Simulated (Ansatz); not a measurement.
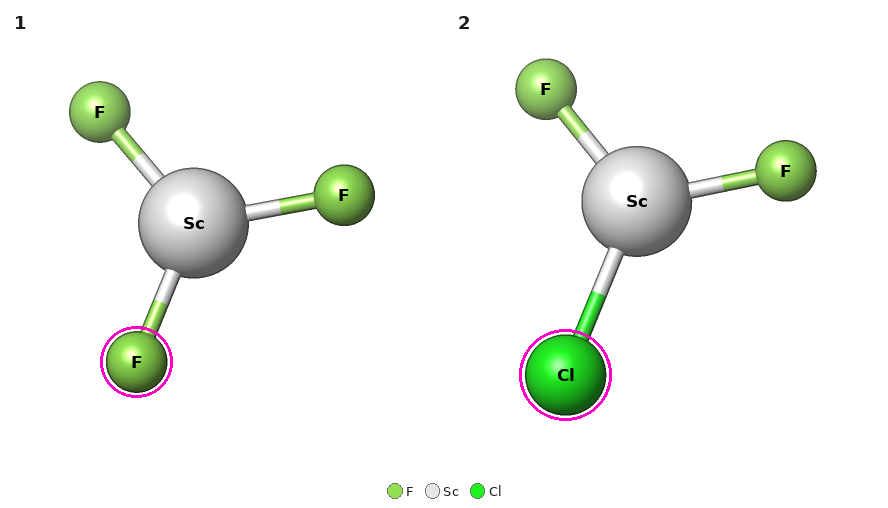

2 molecules with one skeleton, seen from the same side and at one scale; the atom that differs is circled. Charge 0, singlet. Computed geometries: PBE0-D4/def2-TZVP optimisations, one conformation each. Properties computed with Ansatz 0.2.0.

One atom differs, called X below: F in panel 1, Cl in panel 2. Their formulas are ScF3 (`[F][Sc]([F])[F]`), ScClF2 (`[F][Sc]([F])[Cl]`).

In which is the length of X–Sc larger (PBE0-D4/def2-TZVP)?

Answer. In panel 2 (X = Cl).

In which is the HOMO energy (Kohn–Sham orbital) higher (B3LYP-D4/def2-TZVPP)?

Answer. In panel 2 (X = Cl).

Give the values. With PBE0-D4/def2-TZVP: length of X–Sc (Å), mean angle X–Sc–F (°), harmonic zero-point energy (kJ/mol). With B3LYP-D4/def2-TZVPP: HOMO energy (Kohn–Sham orbital) (eV), HOMO–LUMO gap (eV), dipole moment (D).

```
                            quantity   1 (F)  2 (Cl)   2 − 1
                  length of X–Sc (Å)   1.838   2.297  +0.459
               mean angle X–Sc–F (°)   120.0   121.2    +1.2
HOMO energy (Kohn–Sham orbital) (eV)  −10.95   −9.04   +1.91
                  HOMO–LUMO gap (eV)    7.88    5.75   −2.13
                   dipole moment (D)    0.00    0.43   +0.43
 harmonic zero-point energy (kJ/mol)    15.0    13.2    −1.8
```
